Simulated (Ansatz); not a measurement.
# C3H10OSi: one change and its effect

System: C3H10OSi, SMILES CC(C)O[SiH3].
Method of run 1: RKS PBE0-D4/def2-TZVPP (Ansatz 0.2.0).

The geometry comes from this level: PBE0-D4/def2-TZVP. Text and figures count atoms from 1; the logs count them from 0 in places.

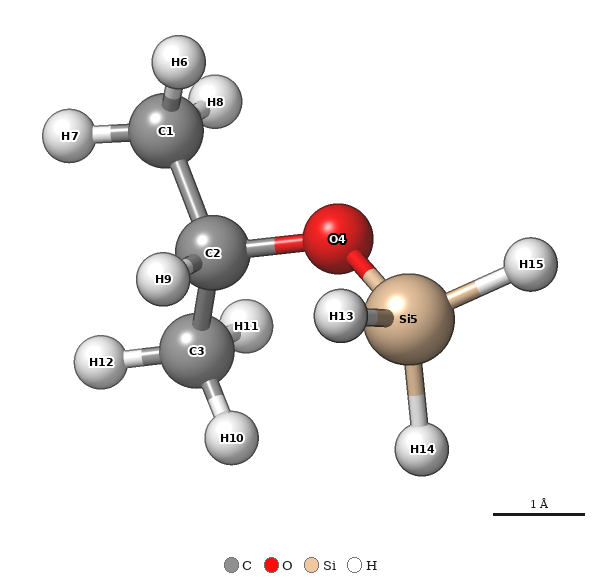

Figure 1. The structure (ball-and-stick view, seen at a tilt; atoms are numbered from 1 in the order of the input).

## Input, run 1
```yaml
crystal:
  periodic: [false, false, false]
  atoms:
    - {symbol: C, position_ang: [-0.467656, -0.753061, 1.661455]}
    - {symbol: C, position_ang: [0.178240, -0.265027, 0.384107]}
    - {symbol: C, position_ang: [0.413378, -1.385345, -0.609185]}
    - {symbol: O, position_ang: [-0.676702, 0.720751, -0.184750]}
    - {symbol: Si, position_ang: [-0.145611, 1.974954, -1.097995]}
    - {symbol: H, position_ang: [-0.623436, 0.075704, 2.353900]}
    - {symbol: H, position_ang: [0.159908, -1.502139, 2.149546]}
    - {symbol: H, position_ang: [-1.438482, -1.203118, 1.440161]}
    - {symbol: H, position_ang: [1.144298, 0.200814, 0.632628]}
    - {symbol: H, position_ang: [0.876416, -1.010724, -1.524650]}
    - {symbol: H, position_ang: [-0.536654, -1.856125, -0.873370]}
    - {symbol: H, position_ang: [1.071170, -2.146134, -0.182529]}
    - {symbol: H, position_ang: [0.945611, 2.704968, -0.391770]}
    - {symbol: H, position_ang: [0.388549, 1.530000, -2.416252]}
    - {symbol: H, position_ang: [-1.310929, 2.863882, -1.311997]}
basis:
  gaussian: {orbitals: def2-TZVPP}
hamiltonian: {xc: pbe0, dispersion: d4}
output: {orbitals: {seedname: orbitals}}
```

Hardware: 4 CPU threads, shared host.

## Output (run 1)
```
Functional definition: PBE0
  parameter a = 0.25
  parameter kappa = 0.804
  parameter beta = 0.06672455060314922
  exchange = (1 - a)*pbe_x(kappa = kappa, mu = beta*pi^2/3) + a*exact_x
  correlation = pbe_c(beta = beta)
1572 factors; their error is unknown
mean field evaluation 1: about -13182.8653 eV, gradient 6.8e1 eV
mean field evaluation 2: about -13174.4585 eV, gradient 9.2e1 eV
mean field evaluation 4: about -13192.4662 eV, gradient 4.6e0 eV
mean field evaluation 8: about -13192.5083 eV, gradient 6.7e-2 eV
mean field evaluation 16: about -13192.5109 eV, gradient 4.8e-5 eV
mean field -13192.51087685 eV, -484.8158325190 hartree, gradient 4.8e-5 eV, S^2 0.000000; 0 other end points of the search recorded, 0 dependent functions left out
reference -13192.51091475 eV, -484.8158339119 hartree; 25, 25 occupied and 281, 281 virtual orbitals, 1572 factors
Total energy: -13192.76189023 eV, -484.8250570906 hartree
```

The input of run 2 differs as follows (lines with − go, lines with + come):
```diff
-  gaussian: {orbitals: def2-TZVPP}
+  gaussian: {orbitals: def2-SVP}
```

How does run 2 compare with run 1?

The total energy of run 2 is 205.0 kcal/mol higher, which measures the change of basis and not a stability. The HOMO goes from −8.04 to −7.94 eV. The LUMO goes from 0.40 to 0.88 eV. The basis functions go from 306 to 124.

## Output (run 2)
```
Functional definition: PBE0
  parameter a = 0.25
  parameter kappa = 0.804
  parameter beta = 0.06672455060314922
  exchange = (1 - a)*pbe_x(kappa = kappa, mu = beta*pi^2/3) + a*exact_x
  correlation = pbe_c(beta = beta)
1393 factors; their error is unknown
mean field evaluation 1: about -13176.4826 eV, gradient 5.6e1 eV
mean field evaluation 2: about -13171.8044 eV, gradient 7.4e1 eV
mean field evaluation 4: about -13183.5680 eV, gradient 2.8e0 eV
mean field evaluation 8: about -13183.5836 eV, gradient 3.4e-2 eV
mean field evaluation 16: about -13183.6200 eV, gradient 1.7e-5 eV
mean field -13183.62003988 eV, -484.4891002870 hartree, gradient 1.7e-5 eV, S^2 0.000000; 0 other end points of the search recorded, 0 dependent functions left out
reference -13183.62007024 eV, -484.4891014028 hartree; 25, 25 occupied and 99, 99 virtual orbitals, 1393 factors
Total energy: -13183.87104572 eV, -484.4983245815 hartree
```

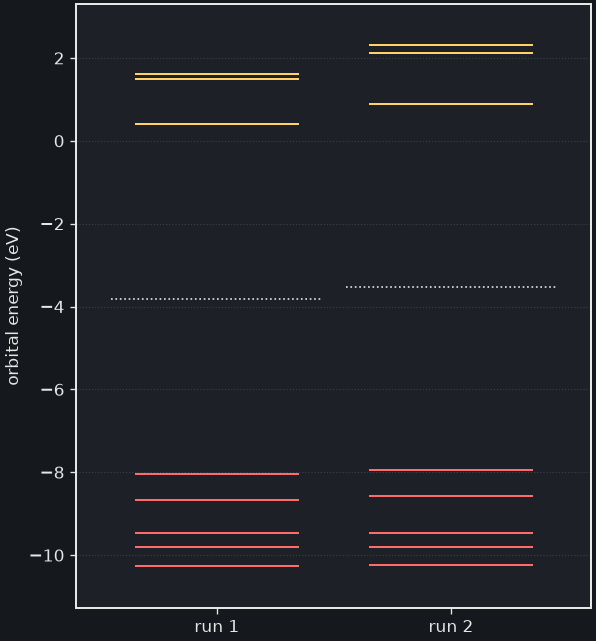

Figure 2. The five highest filled and three lowest empty orbital energies of the two runs; the dotted lines part filled from empty levels. The HOMO–LUMO gap is 8.43 eV in run 1 and 8.82 eV in run 2.

## The two runs side by side

```csv
quantity,run 1,run 2
outcome,converged,converged
total energy (hartree),−484.825057,−484.498325
HOMO (eV),−8.04,−7.94
LUMO (eV),0.40,0.88
basis functions,306,124
wall time (shared host),4.8 s,2.2 s
```
